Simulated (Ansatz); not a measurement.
Cost and result by functional for the adsorption energy of F on the 1x1 (10-10) surface of wurtzite ZnO (cut with top plane O + Zn), one in a 2x1 cell, started at the site 'over O at depth 0.9 Å', in Ansatz (plane waves, PAW). Single points on the PBE structure, on one kind of machine; costs are rough ratios of the slab run's core time (references not counted) to the cheapest single point. r2SCAN's cost holds its higher cutoff (500 against 420 eV). Differences are taken against r2SCAN for comparison alone: no measured value is at hand, so the table doesn't rank accuracy. The points keep PBE's geometry, so the relaxation of a polaron and the settling of charge on one site are left out.

Host crystal: wurtzite ZnO, with a band gap (PBE, scalar-relativistic without spin-orbit coupling).

Model: 33-atom slab, 9.4 Å thick at the start under the adsorbate (thin: gaps and levels are the slab's own), 3x4x1 mesh, Fermi-Dirac 0.01 eV, dipole correction, 16 atoms held, the rest relaxed; symmetry of the start imposed; spin-polarised, ending with about 0.5 μB a cell, a value that depends on the mesh; orders that need a larger cell were not tried, no spin-orbit, no U, no dispersion correction. The slab shows no gap over 0.04 eV on its mesh. At the end it is bonded to 2 Zn. In PBE it is, or lies within 0.03 eV of, the lowest of the starts that converged. These notes are the PBE run's. RPBE: The program's check for a lower electronic state was not made. r2SCAN: The program's check for a lower electronic state was not made. Adsorption energies are against ½ F2(g). A negative adsorption energy means that the adsorbate is more stable on the surface than in its reference.

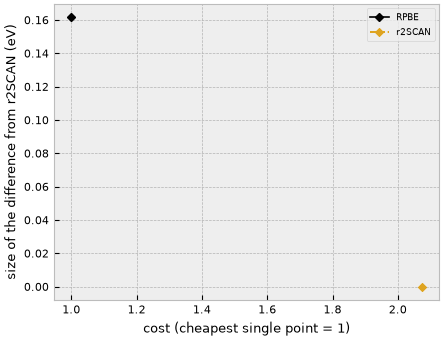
Figure. Difference from r2SCAN against cost

```csv
functional,relative cost,adsorption energy (eV),less r2SCAN (eV)
RPBE,1,-1.48,0.16
r2SCAN,2,-1.64,0.00
PBE (the relaxed run's value),–,-1.54,0.10
```

The values span 0.16 eV, while the single points' costs differ by a factor of roughly 2. Differences are of unrounded values.

Ansatz is an electronic-structure program.
